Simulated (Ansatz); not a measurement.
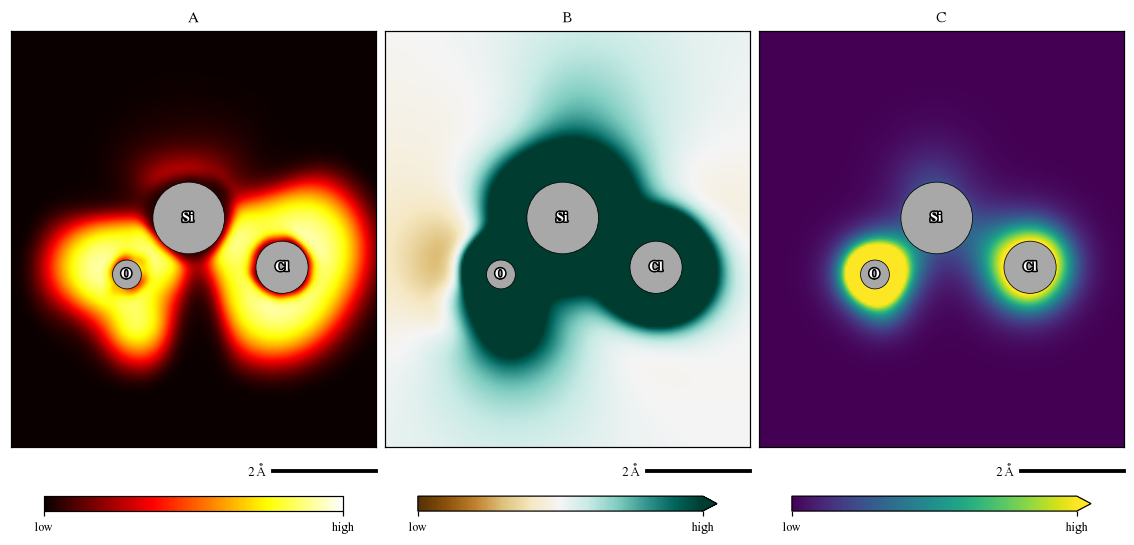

Cl2H2O2Si (Si(OH)2Cl2): 3 fields on the plane of atoms O2, Si1 and Cl7, with unlabelled colour scales. Grey discs cover the atomic cores.

Geometry: r2SCAN-D4/def2-SVP.

Method: Ansatz, RKS PBE0-D4/def2-TZVP.

> The panels show electron density, electron localisation function and electrostatic potential in some order. Assign them.

Panel A: electron localisation function. Panel B: electrostatic potential (strongly positive close to the atoms, with negative regions outside electron-rich atoms). Panel C: electron density. From the grid: Si–O (1.63 Å): ρ at the midpoint is about 1.2 e/Å³; the ELF peaks at about 0.85 between the atoms; a shared but strongly polarised pair. Si–Cl (2.06 Å): the density is about 0.91 e/Å³ at the midpoint; the ELF peaks at about 0.90 between the atoms: a polar covalent bond.
